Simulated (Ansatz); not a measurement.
GeH$_{4}$F$_{2}$: several calculations on one system

Part 1: Relaxation

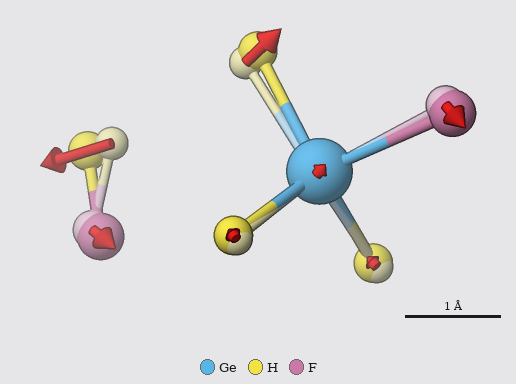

A relaxation of GeH₄F₂. The starting structure is drawn faded, the final one solid; red arrows show the displacements, magnified 3 times. The two geometries are superimposed by the best rigid fit.

A ball-and-stick model, seen at a tilt.

The run prepares an end point of a later path (reaction) calculation, from a guessed geometry.

These are results of Ansatz, RKS PBE/def2-SVP, not measurements. Settings: no spin polarisation; force threshold 0.03 eV/Å; at most 50 steps.

Q: Which element moves most?

A: Hydrogen: up to 0.31 Å, against 0.13 Å for fluorine.

Q: Describe the change and its energy.

A: The atom that moves furthest after the best rigid fit is an H atom (0.31 Å). Largest moves by element: H 0.31 Å, F 0.13 Å, Ge 0.06 Å. Among the contacts that change: F–H 0.932 → 0.936 Å. Over 7 accepted moves (10 points after the start) the energy falls by 0.012 eV. Largest force component: 0.26 eV/Å at the start, 0.012 eV/Å at the end. The line search rejected the trial steps at points 1, 7, 9 of the run. The forces were under the threshold at step 6, but the run went on from there. Cost: 20 s on 1 thread of Arm Neoverse V1, with other jobs on the host, peak memory 0.14 GiB.

Part 2: Relaxation

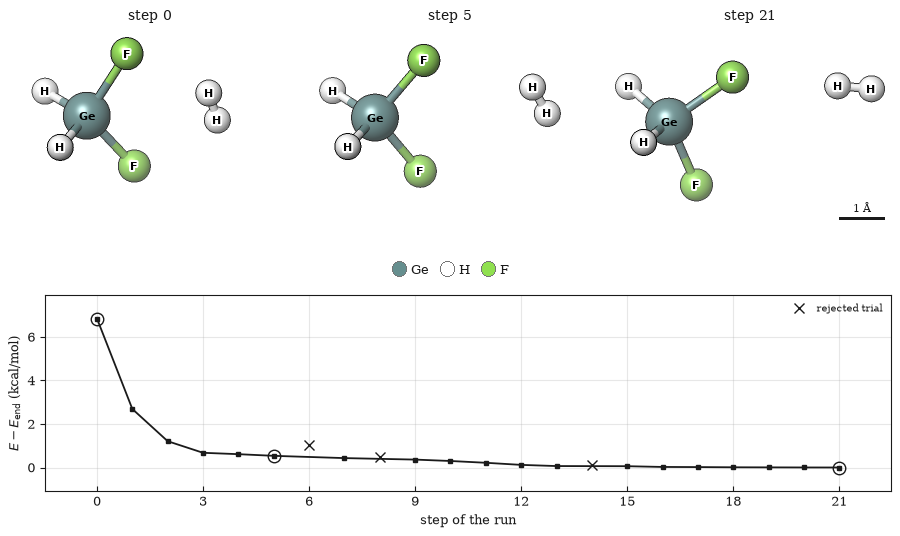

Frames of a relaxation of GeH₄F₂, marked on the history of the run. Style: ball-and-stick. Shown from a free direction.

The run prepares an end point of a later path (reaction) calculation, from a guessed geometry.

The calculation used Ansatz 0.2.0, RKS PBE/def2-SVP.

Input file:
```yaml
crystal:
  periodic: [false, false, false]
  atoms:
    - { symbol: Ge, position_ang: [-0.491024, -3.1e-05, -0.482325] }
    - { symbol: H, position_ang: [0.124178, -0.001172, 2.211786] }
    - { symbol: F, position_ang: [1.083385, 0.000363, 0.288706] }
    - { symbol: H, position_ang: [-0.595, 1.337156, -1.241742] }
    - { symbol: H, position_ang: [-0.594921, -1.33725, -1.241719] }
    - { symbol: F, position_ang: [-1.738661, -8.2e-05, 0.693039] }
    - { symbol: H, position_ang: [-0.551656, 0.001017, 2.462154] }
basis:
  gaussian: { orbitals: def2-SVP }
hamiltonian:
  xc: pbe
relax:
  f_tol: 0.03
  max_steps: 50
```

Launched with:
```bash
ansatz run input.yaml --threads 1 --pin off --max-ram 2048MiB --backend cpu --events-out ev --progress --plain --runs-dir out
```

**What happens along the run?**

Over 18 accepted moves (21 points after the start) the energy falls by 6.84 kcal/mol. Largest force component: 1.8 eV/Å at the start, 0.029 eV/Å at the end. The line search rejected the trial steps at points 6, 8, 14 of the run. The atom that moves furthest after the best rigid fit is H7 (1.41 Å). Largest moves by element: H 1.41 Å, F 0.95 Å, Ge 0.41 Å. Some distances before and after: H2–H7 0.721 → 0.769 Å, Ge1–F6 1.714 → 1.748 Å. Among the angles between lasting bonds that change: F3–Ge1–F6 110.6° → 105.3°. Cost: 39 s on 1 thread of Arm Neoverse V1, with other jobs on the host, peak memory 0.14 GiB. From step 0 to 5: H7 moves most (0.68 Å), energy −6.31 kcal/mol. From step 5 to 21: H7 moves most (0.77 Å), energy −0.54 kcal/mol.

Part 3: Path

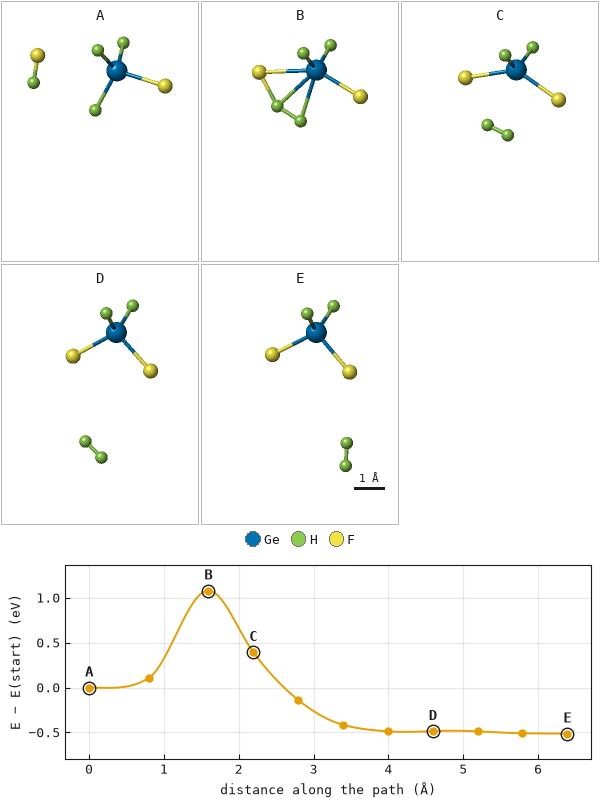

A nudged-elastic-band calculation for GeH4F2, made up at the start of GeH3F and HF. Images are numbered from 0 (start) to 10 (end). Frames A to E are images 0, 2, 3, 7, 10. Style: ball-and-stick. Shown at a tilt.

Level of theory: Ansatz 0.2.0, RKS PBE/def2-SVP. Settings: 9 movable images; climbing image; force threshold 0.03 eV/Å; iteration limit 60; starting path through a guess of the saddle point.

**Read off the barrier and say what moves.**

The highest point, image 2, lies 1.08 eV above the start and 1.59 eV above the end; the end is at −0.51 eV relative to the start. Breaking: F–H (0.94 → 4.48 Å), Ge–H (1.55 → 3.84 Å). Forming: F–Ge (2.84 → 1.75 Å), H–H (2.35 → 0.77 Å). The band converged in 15 iterations, with a climbing image at the top. At the top, the vibrational analysis gives one imaginary mode (899i cm⁻¹), as a transition state must have.

Limits of the set-up: the start holds two separate molecules, 2.3 Å apart at their closest, whose relative position is a soft coordinate and is computed without a dispersion correction.
